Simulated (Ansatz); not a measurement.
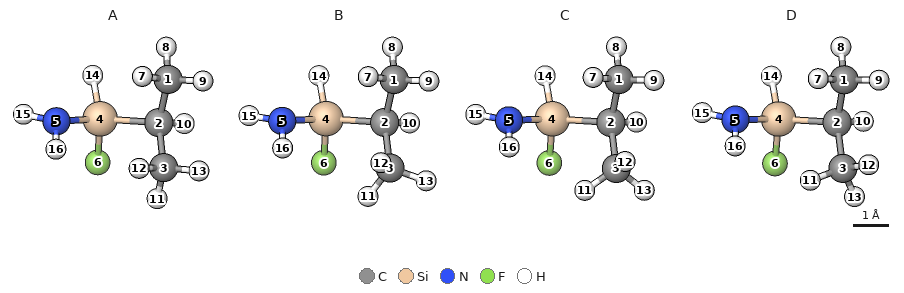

4 geometries from a converged minimum-energy path of C3H10FNSi, shuffled. A ball-and-stick model, seen from a free direction.

Theory: Ansatz, RKS PBE0-D4/cc-pVDZ. Run with 7 movable images; climbing image; force threshold 0.05 eV/Å; iteration limit 41; starting path through a guess of the saddle point.

One of them is the converged climbing image. Which?

C. In order along the path, whose images run from 0 to 8: D (image 2, +6.5 kJ/mol), C (image 4, +14.3 kJ/mol), B (image 6, +7.1 kJ/mol), A (image 8, 0.0 kJ/mol). The motion is a rotation about the C2–C3 bond by about 120°. No bond forms or breaks between the ends. Among the angles between lasting bonds that change up to the highest image: C2–C3–H11 111.3° → 113.9°.
